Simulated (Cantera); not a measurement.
Input: 1 mol B₂H₆, 7.6 mol O₂, 56 mol H₂, 0.3 mol N₂, held at 1.00 bar.

Equilibrium computed with Cantera from the NASA thermochemical tables; the gas is ideal and each condensed phase is pure. Candidate condensed phases: B, BN, B₂O₃, B₃O₃H₃, H₂O; 39 gas species. The feed counts by its element totals alone. Gases not in the tables: H₃BO₃. Equilibrium is a limit: real reactors are often held back by kinetics, nucleation or transport.

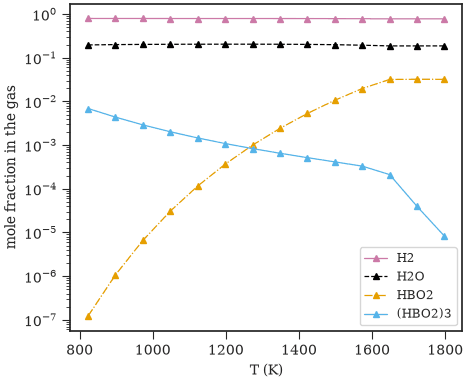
Fig. 1. Equilibrium gas composition (values under 1e-9 drawn at 1e-9)

Task: Read off the mole fractions at 1348 K.

Result: H₂ about 0.79, H₂O about 0.20, HBO₂ about 0.0024, (HBO₂)₃ about 0.00065.
